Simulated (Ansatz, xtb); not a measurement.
Breaking the O6–H7 bond in CH4OSn (SMILES [CH3][Sn][OH]) (multiplicity 1 held, fragments rigid). Energies count from the point at 0.963 Å.
Geometry at that point (charge 0, multiplicity 1):
```json
[
 {"atom": "Sn", "x (Å)": "0.0224", "y (Å)": "-0.0636", "z (Å)": "0.3886"},
 {"atom": "C", "x (Å)": "0.4195", "y (Å)": "1.6072", "z (Å)": "-0.9817"},
 {"atom": "H", "x (Å)": "-0.2020", "y (Å)": "2.4693", "z (Å)": "-0.7259"},
 {"atom": "H", "x (Å)": "0.2008", "y (Å)": "1.2878", "z (Å)": "-2.0005"},
 {"atom": "H", "x (Å)": "1.4642", "y (Å)": "1.9210", "z (Å)": "-0.9117"},
 {"atom": "O", "x (Å)": "-0.5375", "y (Å)": "-1.2505", "z (Å)": "-1.1305"},
 {"atom": "H", "x (Å)": "-0.7986", "y (Å)": "-2.1366", "z (Å)": "-0.8572"}
]
```

Unrestricted levels (U-) break spin symmetry where that is lower. Active spaces are followed from a long bond inwards. Curves can end on different states.

Cores are frozen in the correlated methods. Filled d and f shells under p-block atoms count as core.

Run with Ansatz (a first-principles code) with Gaussian orbitals; xtb for the GFN methods. Values without a source in brackets are computed. In def2 rows elements past Kr take small-core potentials, without spin–orbit coupling. The GFN methods have no spin term and hold the electronic entropy of 300 K.

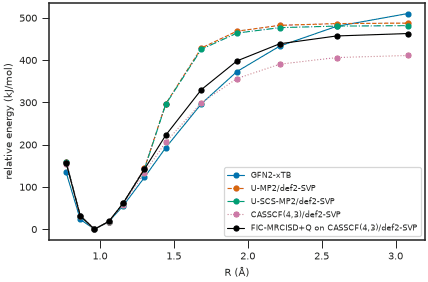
Relative energy along the coordinate

Doubts at one or more of the structures used: a spin-contaminated determinant (U-MP2/def2-SVP, U-SCS-MP2/def2-SVP); active orbitals that take no part (CASSCF(4,3)/def2-SVP, FIC-MRCISD+Q on CASSCF(4,3)/def2-SVP).
